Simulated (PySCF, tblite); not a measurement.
# C₅H₈Cl₂Si: geometry, infrared bands and NMR shifts

What infrared bands and NMR shifts should C₅H₈Cl₂Si (`ClC(Cl)C1=C[SiH2]CC1`) show?

The runs use tblite 0.8.0 and PySCF 2.14.0, with density-fitted response routines of our own; the level of theory stands in each step. All values are computed, except where a source is named. Atoms are numbered from 0 throughout.

### 1 The starting structure

16 atoms, charge 0, multiplicity 1; geometry from: force field or distance geometry start.

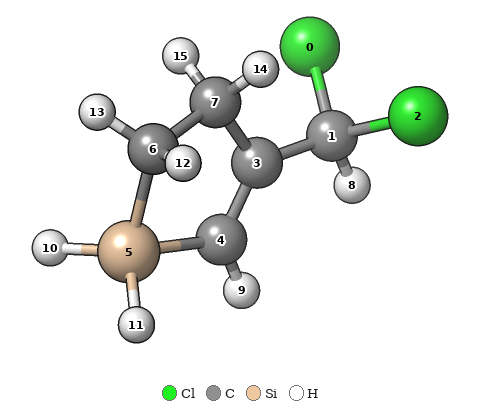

As it starts; chlorine green, carbon grey, silicon light orange, hydrogen white, atoms numbered.

### 2 Geometry optimisation with GFN2-xTB

What the job is given:

```
{"job": {"kind": "relax", "xc": "GFN2-xTB", "basis": "xTB"}, "charge": 0, "multiplicity": 1}
Cl     2.967100    -1.304500    -0.681200
C      2.234000     0.007100     0.277800
Cl     2.845900     1.582300    -0.252300
C      0.735100    -0.037900     0.221400
C     -0.058800    -0.182600     1.321900
Si    -1.871100    -0.214200     0.885500
C     -1.486500     0.295100    -0.908700
C      0.028800     0.033200    -1.112800
H      2.599000    -0.136300     1.314800
H      0.260000    -0.260800     2.347600
H     -2.411400    -1.592400     0.980600
H     -2.641900     0.814300     1.624600
H     -1.703000     1.362200    -1.012800
H     -2.091100    -0.261500    -1.630000
H      0.433600     0.826200    -1.751700
H      0.152700    -0.921200    -1.636000
```

Started as:

```bash
$ OMP_NUM_THREADS=1 python probes_run.py task.json out
```

One launch serves the whole session: the jobs run in the order shown.

What it wrote:

```text
step      E/eV     max force
  0    -696.14739    1.507
  1    -696.18794    1.008
  2    -696.20940    0.496
  3    -696.23013    0.408
  4    -696.24376    0.401
  5    -696.25361    0.204
  6    -696.26206    0.207
  7    -696.26822    0.247
  8    -696.27133    0.152
  9    -696.27244    0.087
 10    -696.27299    0.053
 11    -696.27352    0.071
 12    -696.27398    0.058
 13    -696.27434    0.058
 14    -696.27459    0.042
 15    -696.27475    0.037
 16    -696.27487    0.036
 17    -696.27501    0.039
 18    -696.27517    0.040
 19    -696.27531    0.039
 20    -696.27541    0.024
 21    -696.27547    0.016
 22    -696.27552    0.022
 23    -696.27558    0.026
 24    -696.27564    0.018
 25    -696.27567    0.012
 26    -696.27570    0.013
 27    -696.27571    0.015
 28    -696.27572    0.011
 29    -696.27573    0.007
```

Run time: 0.44 s. Hardware: 1 thread of Arm Neoverse N1, shared host.

Relaxation path:

| step | energy from step 0 (eV) | largest force (eV/Å) |
| --- | --- | --- |
| 0 | 0.0000 | 1.5069 |
| 1 | -0.0406 | 1.0085 |
| 2 | -0.0620 | 0.4960 |
| 3 | -0.0827 | 0.4078 |
| 4 | -0.0964 | 0.4014 |
| 5 | -0.1062 | 0.2041 |
| 6 | -0.1147 | 0.2067 |
| 7 | -0.1208 | 0.2471 |
| 8 | -0.1239 | 0.1516 |
| 9 | -0.1250 | 0.0867 |
| 10 | -0.1256 | 0.0526 |
| 11 | -0.1261 | 0.0714 |
| 12 | -0.1266 | 0.0578 |
| 13 | -0.1270 | 0.0579 |
| 14 | -0.1272 | 0.0423 |
| 15 | -0.1274 | 0.0366 |
| 16 | -0.1275 | 0.0360 |
| 17 | -0.1276 | 0.0386 |
| 18 | -0.1278 | 0.0402 |
| 19 | -0.1279 | 0.0394 |
| 20 | -0.1280 | 0.0242 |
| 21 | -0.1281 | 0.0159 |
| 22 | -0.1281 | 0.0224 |
| 23 | -0.1282 | 0.0262 |
| 24 | -0.1282 | 0.0182 |
| 25 | -0.1283 | 0.0122 |
| 26 | -0.1283 | 0.0135 |
| 27 | -0.1283 | 0.0154 |
| 28 | -0.1283 | 0.0112 |
| 29 | -0.1283 | 0.0071 |

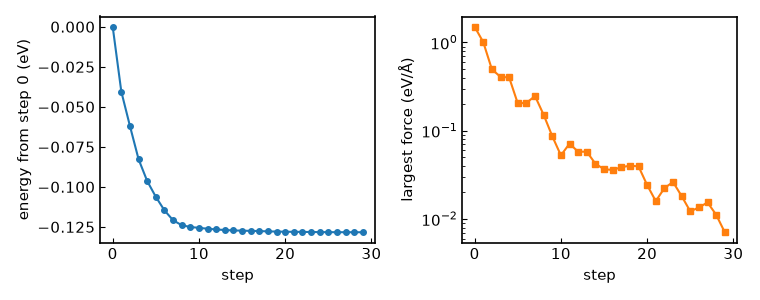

Energy and force, step by step.

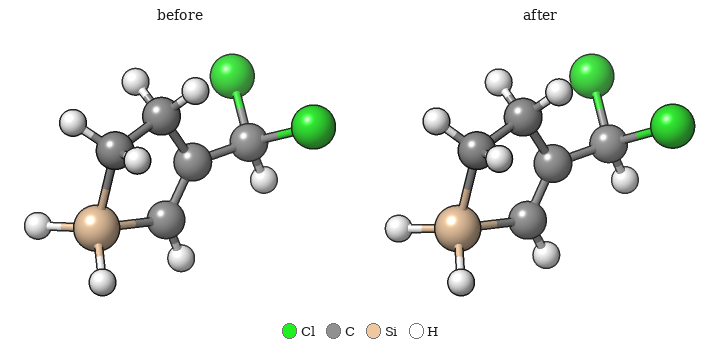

Before and after, at one scale.

Distances of close pairs at the start and the end, largest changes first:

| bond | before (Å) | after (Å) | change (Å) |
| --- | --- | --- | --- |
| C3–C4 | 1.365 | 1.332 | -0.033 |
| Si5–H11 | 1.483 | 1.464 | -0.019 |
| C1–Cl2 | 1.771 | 1.789 | +0.018 |
| Si5–H10 | 1.483 | 1.466 | -0.017 |
| C1–H8 | 1.109 | 1.092 | -0.017 |
| C6–C7 | 1.551 | 1.535 | -0.017 |
| C4–Si5 | 1.864 | 1.880 | +0.015 |
| C1–C3 | 1.501 | 1.488 | -0.012 |

The final coordinates are the input of the step that follows.

### 3 Infrared spectrum with GFN2-xTB

What the job is given:

```
{"job": {"kind": "ir", "xc": "GFN2-xTB", "basis": "xTB"}, "charge": 0, "multiplicity": 1}
Cl     2.910483    -1.290395    -0.708146
C      2.191504     0.002379     0.294581
Cl     2.790301     1.582541    -0.293479
C      0.704837    -0.046964     0.244127
C     -0.054009    -0.185104     1.330268
Si    -1.880665    -0.214837     0.887553
C     -1.472478     0.291263    -0.905686
C      0.029187     0.037156    -1.094497
H      2.581467    -0.125661     1.306183
H      0.377221    -0.273263     2.314244
H     -2.462167    -1.554561     1.016036
H     -2.680970     0.767528     1.620574
H     -1.679035     1.352056    -1.046547
H     -2.048954    -0.237811    -1.660849
H      0.495461     0.816085    -1.701481
H      0.190219    -0.911467    -1.614292
```

What it wrote:

```text
mode    cm-1     km/mol
  1      36.2      0.24
  2      76.3      0.12
  3     112.2      0.35
  4     166.3      4.13
  5     209.9      1.47
  6     218.9      1.47
  7     339.0      0.46
  8     425.2      9.46
  9     470.2     42.71
 10     489.6     11.70
 11     507.4     24.29
 12     585.3      9.48
 13     630.7    130.62
 14     654.4      5.77
 15     694.8     25.05
 16     716.6     42.70
 17     756.3     45.27
 18     787.1    270.84
 19     813.3     10.77
 20     829.6    148.44
 21     889.7      6.55
 22     933.3     11.85
 23    1057.8      1.20
 24    1109.3     26.71
 25    1128.9      2.52
 26    1153.6     54.64
 27    1173.4      1.59
 28    1191.1     24.99
 29    1248.3      1.63
 30    1255.9      5.96
 31    1327.4      5.81
 32    1459.2      2.12
 33    1486.6      5.28
 34    1650.4     39.43
 35    2235.0    358.12
 36    2256.5    280.00
 37    2945.0      0.84
 38    2947.7     11.38
 39    2976.9     30.69
 40    2993.6     36.85
 41    3022.4     22.13
 42    3090.2     26.54
```

Wall time 1.2 s (1 thread of Arm Neoverse N1, shared host).

The strongest bands and the atoms that carry them (share of the mass-weighted mode):

| cm⁻¹ | km/mol | atoms |
| --- | --- | --- |
| 470 | 42.7 | C3 41 %, H11 13 %, H10 12 % |
| 631 | 130.6 | H10 43 %, H11 38 % |
| 756 | 45.3 | C6 35 %, H13 22 % |
| 787 | 270.8 | H10 42 %, H11 40 %, Si5 10 % |
| 830 | 148.4 | C4 41 %, Si5 21 %, H9 21 % |
| 1154 | 54.6 | H8 93 % |
| 2235 | 358.1 | H10 90 % |
| 2256 | 280.0 | H11 91 % |

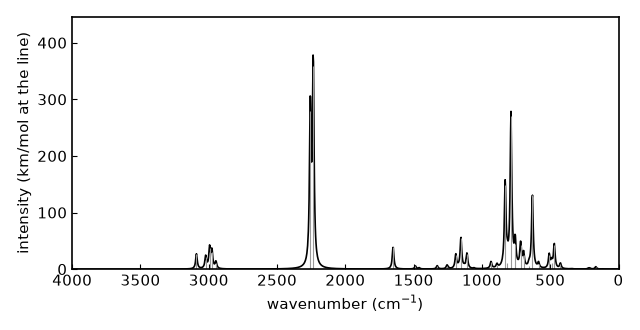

The infrared spectrum from these modes, unscaled. Lines are broadened to a width of 14 cm⁻¹ (Lorentzian).

### 4 Nuclear shieldings: PBE0/pcSseg-1

The job, as its differences from that of step 3:

```diff
@@ -1,2 +1,2 @@
-{"job": {"kind": "ir", "xc": "GFN2-xTB", "basis": "xTB"}, "charge": 0, "multiplicity": 1}
+{"job": {"kind": "nmr", "xc": "PBE0", "basis": "pcSseg-1"}, "charge": 0, "multiplicity": 1}
 Cl     2.910483    -1.290395    -0.708146
```

Level: GIAO PBE0/pcSseg-1 NMR shielding, non-relativistic, gas phase.

What it wrote:

```text
coarse grid: 15264 points
cycle   1  E = -1404.3754738318  dE =  9.773e-01  |g| = 5.183e-01  |ddm| = 3.797e+00
cycle   2  E = -1404.3014487837  dE =  7.403e-02  |g| = 7.743e-01  |ddm| = 1.158e+00
cycle   3  E = -1404.4424811673  dE = -1.410e-01  |g| = 9.430e-02  |ddm| = 7.629e-01
cycle   4  E = -1404.4441506612  dE = -1.669e-03  |g| = 5.197e-02  |ddm| = 1.574e-01
cycle   5  E = -1404.4448247704  dE = -6.741e-04  |g| = 1.159e-02  |ddm| = 6.314e-02
cycle   6  E = -1404.4448542095  dE = -2.944e-05  |g| = 2.934e-03  |ddm| = 1.294e-02
cycle   7  E = -1404.4448561262  dE = -1.917e-06  |g| = 1.289e-03  |ddm| = 4.658e-03
final grid: 134440 points
cycle   8  E = -1404.4906053429  dE = -4.121e-05  |g| = 8.538e-03  |ddm| = 3.455e-02
cycle   9  E = -1404.4905912617  dE =  1.408e-05  |g| = 1.092e-02  |ddm| = 2.010e-02
cycle  10  E = -1404.4906230684  dE = -3.181e-05  |g| = 1.406e-03  |ddm| = 1.309e-02
cycle  11  E = -1404.4906234028  dE = -3.344e-07  |g| = 5.686e-04  |ddm| = 1.973e-03
cycle  12  E = -1404.4906234806  dE = -7.776e-08  |g| = 9.230e-05  |ddm| = 5.596e-04
cycle  13  E = -1404.4906234823  dE = -1.746e-09  |g| = 4.302e-05  |ddm| = 1.427e-04
cycle  14  E = -1404.4906234828  dE = -4.707e-10  |g| = 8.092e-06  |ddm| = 4.952e-05
converged SCF energy = -1404.4906234828

GIAO shielding tensors (ppm)
atom      isotropic    diamagn.    paramagn.     s11        s22        s33       span
  0 Cl     661.850    1145.439    -483.589    363.387    617.217   1004.946    641.559
  1 C       99.931     240.489    -140.557     73.267    110.876    115.651     42.384
  2 Cl     658.668    1145.565    -486.897    341.832    621.034   1013.137    671.305
  3 C       15.273     260.751    -245.477   -102.878     25.302    123.396    226.273
  4 C       56.692     255.152    -198.460    -33.529     48.087    155.518    189.047
  5 Si     374.274     879.590    -505.316    310.320    380.544    431.958    121.637
  6 C      179.873     250.953     -71.080    161.285    176.819    201.514     40.229
  7 C      153.938     245.918     -91.980    131.339    158.850    171.627     40.288
  8 H       25.193      28.450      -3.257     21.918     23.843     29.817      7.900
  9 H       25.701      31.673      -5.972     23.697     24.710     28.695      4.999
 10 H       26.957      28.208      -1.251     23.974     24.258     32.639      8.665
 11 H       26.994      28.212      -1.218     23.817     24.250     32.915      9.098
 12 H       30.558      29.850       0.708     24.842     28.537     38.296     13.453
 13 H       30.535      29.115       1.419     25.344     28.023     38.236     12.892
 14 H       28.466      29.328      -0.862     22.195     29.448     33.755     11.560
 15 H       28.722      29.438      -0.716     22.114     30.184     33.869     11.755
```

It took 62 s on 1 thread of Arm Neoverse N1, shared host; peak memory 0.92 GiB.

The references, computed at this level on geometries of the same kind, shield at (ppm): ¹H TMS 31.72, ¹³C TMS 186.9, ²⁹Si TMS 349.2, ³⁵Cl HCl 950. Their shielding less the atom's gives the shift. The references are single molecules in the gas phase. Atoms listed in one row are averaged.

| atoms | environment | σ (ppm) | δ (ppm) | δ scaled to CDCl3 |
| --- | --- | --- | --- | --- |
| C3 | fully substituted alkene carbon | 15.3 | 171.7 | 165.6 |
| C4 | alkene CH | 56.7 | 130.2 | 125.2 |
| C1 | allylic sp3 CH bonded to 2 Cl | 99.9 | 87.0 | 83.0 |
| C7 | allylic sp3 CH2 | 153.9 | 33.0 | 30.3 |
| C6 | sp3 CH2 bonded to Si | 179.9 | 7.1 | 5.0 |
| H8 | hydrogen on an allylic sp3 CH bonded to 2 Cl | 25.19 | 6.52 | 6.26 |
| H9 | hydrogen on an alkene CH | 25.70 | 6.02 | 5.78 |
| H10, H11 | hydrogen on a silicon bonded to 2 C, in a 5-membered ring | 26.98 | 4.74 | – |
| H14, H15 | hydrogen on an allylic sp3 CH2 | 28.59 | 3.12 | 3.05 |
| H12, H13 | hydrogen on an sp3 CH2 bonded to Si | 30.55 | 1.17 | 1.21 |
| Cl0, Cl2 | chlorine bonded to C | 660 | 290 | – |
| Si5 | silicon bonded to 2 C, 2 H, in a 5-membered ring | 374.3 | -25.1 | – |

The scaled column applies a straight-line fit of computed shieldings to shifts measured in CDCl3, with any fitted terms for Cl, Br or S neighbours (root-mean-square error 0.16 ppm for H, 1.9 ppm for C).

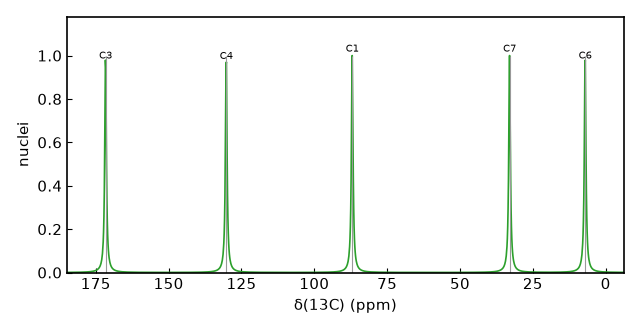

¹³C lines at the computed shifts, without couplings. Lines are broadened to a width of 0.66 ppm (Lorentzian).

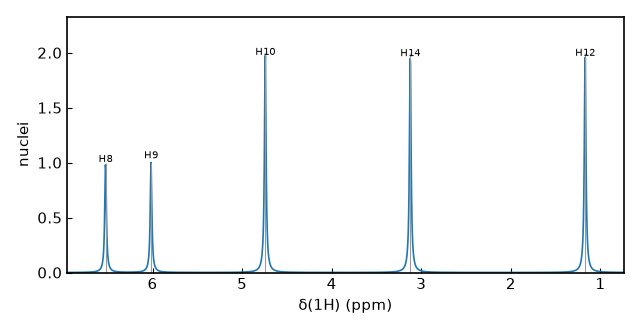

¹H lines at the computed shifts, without couplings. Lines are broadened to a width of 0.02 ppm (Lorentzian).

The run also stored atomic charges by several schemes (e):

| atoms | Mulliken | IAO | Hirshfeld | ESP fit |
| --- | --- | --- | --- | --- |
| Cl0, Cl2 | -0.06 | -0.08 | -0.05 | 0.00 |
| C1 | -0.17 | -0.09 | 0.04 | -0.66 |
| C3 | -0.24 | 0.02 | 0.00 | 0.27 |
| C4 | -0.28 | -0.43 | -0.14 | -0.41 |
| Si5 | 0.72 | 0.75 | 0.35 | 0.52 |
| C6 | -0.53 | -0.54 | -0.15 | -0.37 |
| C7 | -0.10 | -0.27 | -0.08 | 0.02 |

Mulliken charges:

Cl0 -0.06; C1 -0.17; Cl2 -0.05; C3 -0.24; C4 -0.28; Si5 0.72; C6 -0.53; C7 -0.10; H8 0.19; H9 0.09; H10 -0.08; H11 -0.08; H12 0.15; H13 0.14; H14 0.14; H15 0.15

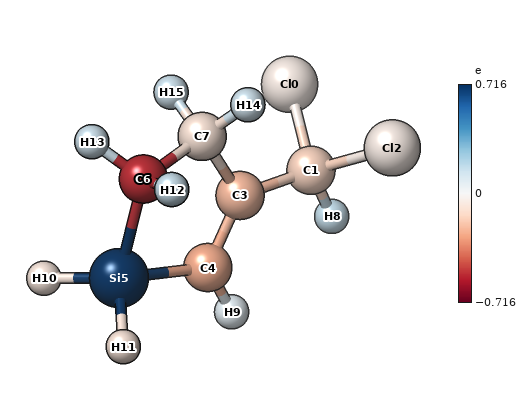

Mulliken charges, as colours on the atoms.

Mayer bond orders: Cl0–C1 1.02, C1–Cl2 1.02, C1–C3 0.96, C3–C4 1.87, C4–Si5 0.88, Si5–C6 0.92, C6–C7 1.03, C7–C3 1.00.

Ring of atoms C3, C4, Si5, C6, C7: NICS(0) -2.8, NICS(1) -3.2, NICS(1)zz -1.7 ppm (means of both faces).

### 5 Outcome

| quantity | value |
| --- | --- |
| strongest single infrared mode (GFN2-xTB) | 2235 cm⁻¹, 358 km/mol |
| zero-point energy (GFN2-xTB) | 70.1 kcal/mol |
| ¹³C shifts against TMS (PBE0/pcSseg-1) | 171.7, 130.2, 87.0, 33.0, 7.1 ppm |
| ¹H shifts against TMS (PBE0/pcSseg-1, means over atoms taken as alike) | 6.52, 6.02, 4.74, 3.12, 1.17 ppm |
| ³⁵Cl shifts against HCl (PBE0/pcSseg-1, means over atoms taken as alike) | 290 ppm |
| ²⁹Si shifts against TMS (PBE0/pcSseg-1) | -25.1 ppm |

The optimisation took 29 steps and gained 0.128 eV; among the close pairs (by a distance rule), C3–C4 changed most, from 1.365 to 1.332 Å. No mode is imaginary among the 42: a minimum at this level. The strongest single mode, at 2235 cm⁻¹, moves mainly H10. GFN2-xTB is a fitted tight-binding method: band positions and strengths are rough. Its intensities can rank the bands wrongly. C1 stands next to heavy halogen, whose spin-orbit shielding this run leaves out, so the computed shift lies too far downfield, most of all for carbon beside Br or I. H8 (hydrogen on an allylic sp3 CH bonded to 2 Cl) lies farthest downfield among hydrogen, at 6.52 ppm; its carbon carries Cl, hence the downfield position. At PBE0/pcSseg-1: Shielding is most anisotropic at Cl0, Cl2 (span 656 ppm, paramagnetic term -485 ppm).
